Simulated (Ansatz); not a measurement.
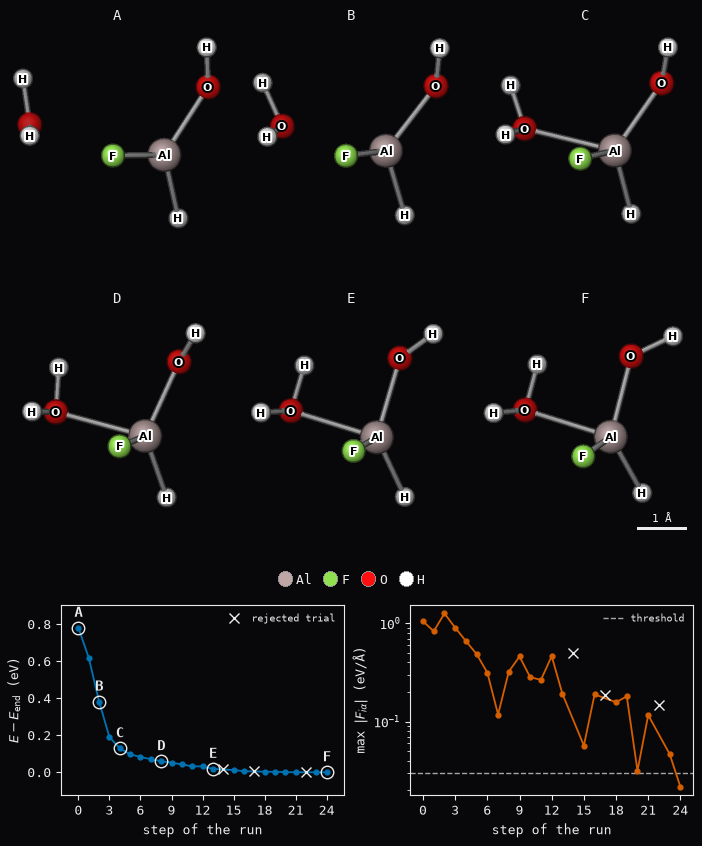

Frames of a relaxation of AlH4O2F, marked on the history of the run. A ball-and-stick model, seen face on.

The run prepares an end point of a later path (reaction) calculation, from a guessed geometry.

Theory: Ansatz, RKS PBE0-D4/def2-SVP.

Input file:
```yaml
crystal:
  periodic: [false, false, false]
  atoms:
    - { symbol: Al, position_ang: [-0.14167, -0.322177, -0.144553] }
    - { symbol: F, position_ang: [-0.088767, -0.501166, 1.532008] }
    - { symbol: O, position_ang: [1.301647, -0.50565, -1.012495] }
    - { symbol: H, position_ang: [2.17177, -0.684842, -0.655049] }
    - { symbol: H, position_ang: [-1.513519, -0.208481, -0.88576] }
    - { symbol: O, position_ang: [0.036004, 2.288854, 1.242537] }
    - { symbol: H, position_ang: [0.956362, 2.564393, 1.316695] }
    - { symbol: H, position_ang: [-0.048427, 1.58197, 1.923017] }
basis:
  gaussian: { orbitals: def2-SVP }
hamiltonian:
  xc: pbe0
  dispersion: d4
relax:
  f_tol: 0.03
  max_steps: 50
```

Command:
```bash
ansatz run input.yaml --threads 1 --pin off --max-ram 2048MiB --backend cpu --events-out ev --progress --plain --runs-dir out
```

> What happens along the run?

After 21 accepted moves (24 points after the start) the energy has fallen by 0.781 eV. The largest force component goes from 1 to 0.022 eV/Å. The line search rejected the trial steps at points 14, 17, 22 of the run. The largest moves after the best rigid fit, 0.97 Å, are those of O3 and H7. By element the largest moves are O 0.97 Å, H 0.96 Å, Al 0.45 Å, F 0.44 Å. Near-neighbour distances that change, for instance: Al1–H7 3.417 → 2.264 Å, Al1–O6 2.962 → 1.977 Å, Al1–O3 1.694 → 1.735 Å, O6–H8 0.985 → 0.969 Å. New bonds form, among them: Al1–O6 (2.96 → 1.98 Å). Among the angles between lasting bonds that change: F2–Al1–H5 120.4° → 116.9°, H7–O6–H8 103.5° → 106.9°, F2–Al1–O3 118.1° → 115.8°. Groups turn about Al1–O3 by about 110°. Cost: 78 s on 1 thread of Arm Neoverse V1 (shared host), peak memory 0.15 GiB. From step 0 to 2: O6 moves most (0.39 Å), energy −0.399 eV. From step 2 to 4: H7 moves most (0.31 Å), energy −0.253 eV. From step 4 to 8: H7 moves most (0.34 Å), energy −0.070 eV. From step 8 to 13: H7 moves most (0.31 Å), energy −0.042 eV. From step 13 to 24: H4 moves most (0.28 Å), energy −0.019 eV.

| step | E − E(0), eV | largest force component, eV/Å | note |
| --- | --- | --- | --- |
| 0 | 0.0000 | 1.0483 |  |
| 1 | -0.1615 | 0.8312 |  |
| 2 | -0.3986 | 1.2617 |  |
| 3 | -0.5904 | 0.9029 |  |
| 4 | -0.6512 | 0.6600 |  |
| 5 | -0.6829 | 0.4864 |  |
| 6 | -0.6980 | 0.3149 |  |
| 7 | -0.7097 | 0.1182 |  |
| 8 | -0.7208 | 0.3230 |  |
| 9 | -0.7285 | 0.4601 |  |
| 10 | -0.7376 | 0.2825 |  |
| 11 | -0.7484 | 0.2667 |  |
| 12 | -0.7487 | 0.4635 |  |
| 13 | -0.7623 | 0.1917 |  |
| 14 | -0.7610 | 0.5050 | rejected |
| 15 | -0.7680 | 0.0571 |  |
| 16 | -0.7747 | 0.1895 |  |
| 17 | -0.7742 | 0.1882 | rejected |
| 18 | -0.7772 | 0.1577 |  |
| 19 | -0.7779 | 0.1809 |  |
| 20 | -0.7798 | 0.0317 |  |
| 21 | -0.7804 | 0.1166 |  |
| 22 | -0.7799 | 0.1478 | rejected |
| 23 | -0.7807 | 0.0469 |  |
| 24 | -0.7808 | 0.0218 |  |
